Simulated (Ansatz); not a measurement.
## Electronic structure of Cl$_{4}$FTa···HCl in real space

Input file:

```
crystal:
  periodic: [false, false, false]
  atoms:
    - { symbol: Ta, position_ang: [0.0, 0.0, 0.0] }
    - { symbol: F, position_ang: [2.28, 0.0, 0.0] }
    - { symbol: Cl, position_ang: [0.0, 0.0, 2.47] }
    - { symbol: Cl, position_ang: [0.0, 0.0, -2.47] }
    - { symbol: Cl, position_ang: [-1.235, 2.139, 0.0] }
    - { symbol: Cl, position_ang: [-1.235, -2.139, 0.0] }
    - { symbol: Cl, position_ang: [0.8734, -2.2249, 1.3999] }
    - { symbol: H, position_ang: [2.0981, -1.0936, 0.6881] }
basis:
  gaussian: { orbitals: def2-SVP }
hamiltonian:
  xc: lda
relax:
  f_tol: 0.15
  max_steps: 25
  restrain:
    - { distance: [0, 6], at: 3.67, k: 30.0 }
    - { distance: [7, 1], at: 2.12, k: 30.0 }
    - { distance: [0, 1], at: 1.93, k: 30.0 }
    - { distance: [7, 6], at: 1.37, k: 30.0 }
output:
  orbitals: {}
```

Command:

```sh
ansatz run input.yaml --threads 4 --pin off --max-ram 5120MiB --backend cpu --events-out ev --progress --plain --runs-dir out
```

The fields are those of the run's last geometry, not of the input's.

Core potentials replace the inner electrons of Ta; not at a stationary point (largest force 1.1 eV/Å).

Method: Ansatz 0.2.0, RKS LDA/def2-SVP.

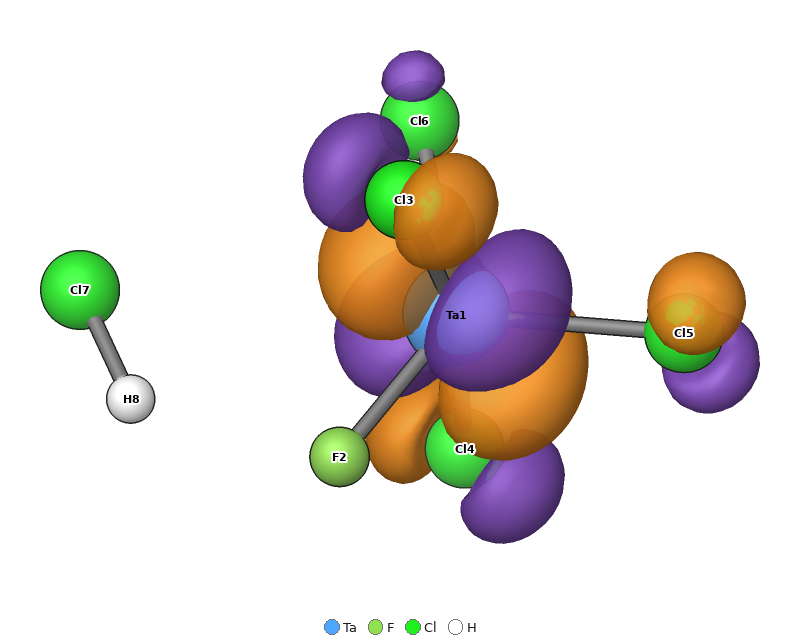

Figure 1. The LUMO at ±0.15 Å⁻³ᐟ² (orange and purple are the two phases), seen at an oblique angle.

Q: Where does this orbital lie, and at what energy?

A: It lies mainly on Ta1 (about 60 %), Cl4 (about 10 %), Cl3 (about 10 %) and Cl5 (about 10 %). Its energy is −4.47 eV.

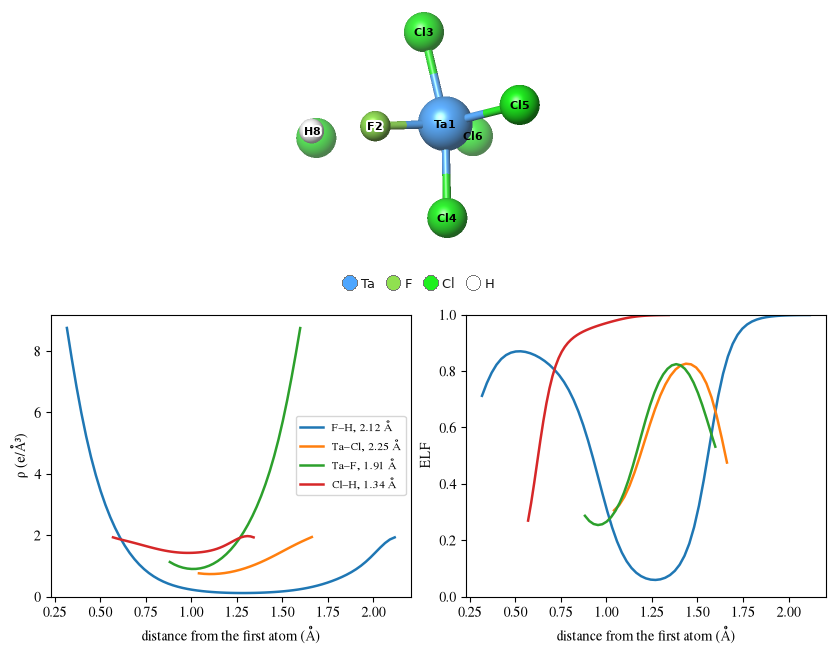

Figure 2. Electron density and electron localisation function along straight lines between neighbouring atoms. The curves leave out the atomic cores. The structure is drawn too.

Q: Compare the contacts.

A: F2···H8 (2.12 Å): the density falls to about 0.12 e/Å³ on the way; the ELF dips to about 0.05 between them.
Ta–Cl (2.25 Å): the density is about 0.74 e/Å³ at the midpoint; the ELF peaks at about 0.85 in the valence shell of Cl, 0.8 Å from its nucleus, and is about 0.40 at the midpoint.
Ta–F (1.91 Å): the density is about 0.94 e/Å³ at the midpoint; the ELF peaks at about 0.80 in the valence shell of F, 0.5 Å from its nucleus, and drops to about 0.25 between the two atoms.
Cl–H (1.34 Å): the density is about 1.8 e/Å³ at the midpoint; the ELF climbs to about 1 towards the hydrogen, as it does in any bond to H.

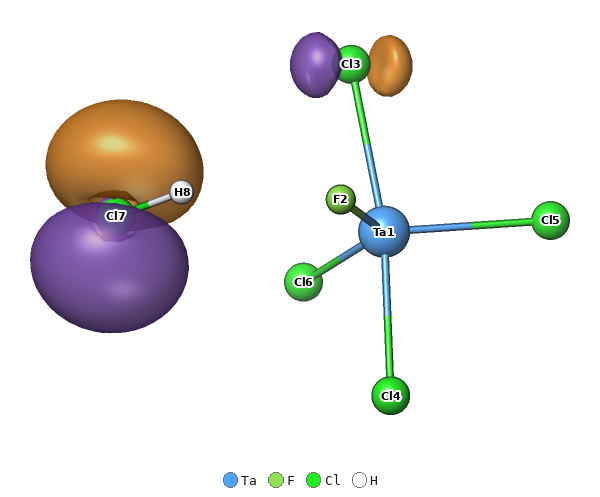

Figure 3. The HOMO at ±0.15 Å⁻³ᐟ² (orange and purple are the two phases), seen at a tilt.

Q: Where does this orbital lie, and at what energy?

A: By Hirshfeld shares it lies mainly on Cl7 (about 85 %); largely a lone pair of Cl7. Its energy is −7.89 eV.
